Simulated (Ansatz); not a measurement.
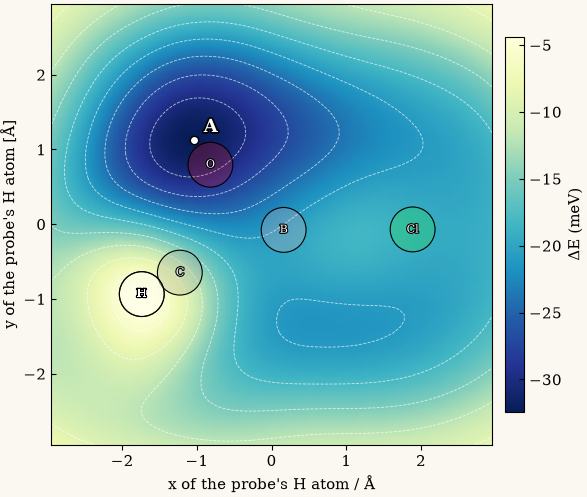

CH₂BClO (SMILES ClB1CO1) with the probe H2. The probe is moved over a plane parallel to the molecule's main plane, 3.01 Å above it. First axis: x of the probe's H atom. Second axis: y of the probe's H atom. Nothing is relaxed (molecule and probe rigid, the probe upright with H nearest the plane). The scan uses an 11 × 11 grid. Points are written as (first, second). Energies are in meV, from molecule and probe far apart, each relaxed in its own basis (no counterpoise correction). All numbers below come from RKS BHLYP-D4/def2-SVPD (Ansatz).

Drawn: a smooth colour map with a few white contour lines, labelled circles for the molecule's atoms, projected on the plane, the point A. Between grid points the surface is interpolated.

**Find the lowest pass out of the well at A.**

The easiest path leads from the well at about (−1.04 Å, 1.12 Å) to the well at about (0.62 Å, −1.37 Å), about 11 meV higher. Its highest point lies about 12 meV above the bottom of the first well on the interpolated surface, at (0.00 Å, −0.59 Å). Seen from the upper well the barrier is about 1.4 meV. This is the barrier on the constrained surface; relaxing the other coordinates would change it.

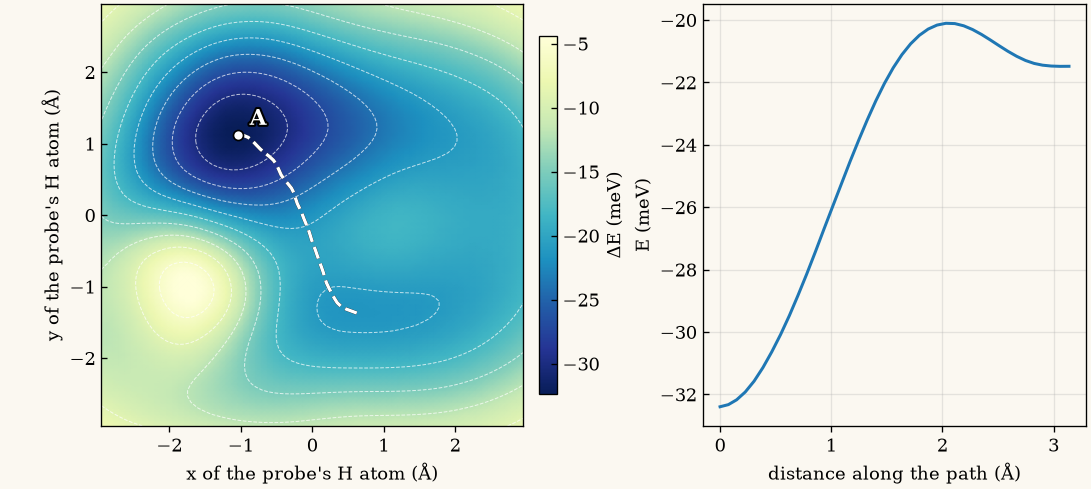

In the figure: a smooth colour map with a few white contour lines, a line along the lowest path, the energy along the path at the right. Between grid points the surface is interpolated.
